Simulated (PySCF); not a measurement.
Be(H)2, SMILES [BeH2] (H2Be) at its CAM-B3LYP/def2-SVP optimised geometry (Å):

```
3

Be     0.0000     0.0000     0.0000
H      1.3313     0.0000     0.0000
H     -1.3313     0.0000     0.0000
```

Calculation: PySCF with CAM-B3LYP/def2-TZVP.

Map of the electrostatic potential (hartree/e) on the plane z = 1.5 Å:

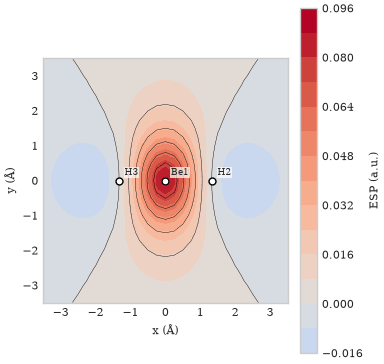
*Electrostatic potential (hartree/e) on the plane z = 1.5 Å.*
